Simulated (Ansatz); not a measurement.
Consider AlClFH$_{5}$SiSn.

```xyz
10

Al    2.3929   -2.1763   -1.8738
Cl    0.5018   -1.4054   -2.8541
F     3.0870   -0.9793   -0.9155
Si   -0.3166   -1.0724    0.7902
Sn   -0.4663   -3.0969   -0.9723
H     3.2903   -3.0423   -2.8504
H     1.4864   -3.2783   -0.8462
H     0.9570   -0.2768    0.7194
H    -1.4848   -0.1506    0.5387
H    -0.4733   -1.6202    2.1897
```

Geometry: PBE-D3(BJ)/def2-SVP; core potentials replace the inner electrons of Sn.

The calculation used Ansatz 0.2.0, isolated molecule in a Gaussian basis; Kohn-Sham density functional theory, functional PBE0.

Question: What can the converged electron density and electron localisation function tell about the bonding?

Answer: Al–Cl (2.27 Å): ρ at the midpoint is about 0.51 e/Å³; the ELF peaks at about 0.90 in the valence shell of Cl, 0.9 Å from its nucleus, and is about 0.80 at the midpoint.
Sn–Cl (2.71 Å): ρ is about 0.27 e/Å³ halfway; the ELF peaks at about 0.85 in the valence shell of Cl, 0.8 Å from its nucleus, and drops to about 0.15 between the two atoms.

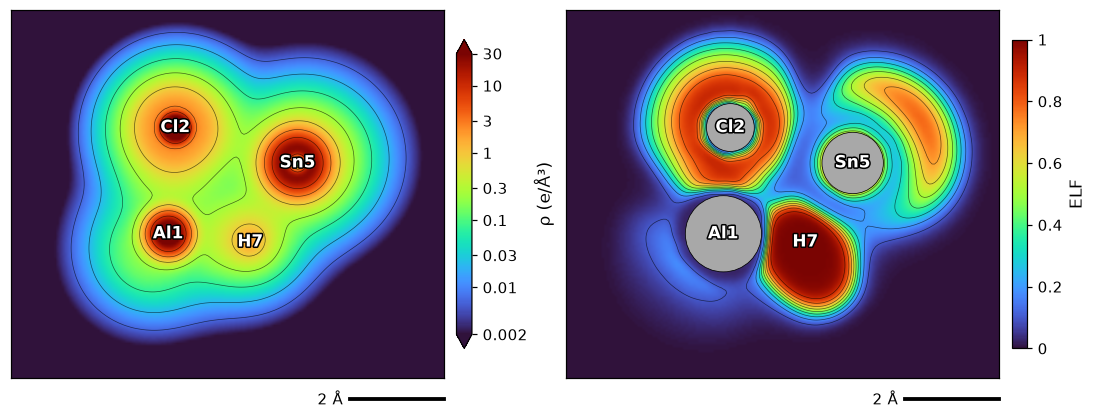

Computed electron density and electron localisation function on the plane of atoms Al1, Cl2 and Sn5, in this order. Grey discs cover the atomic cores in the ELF map. 
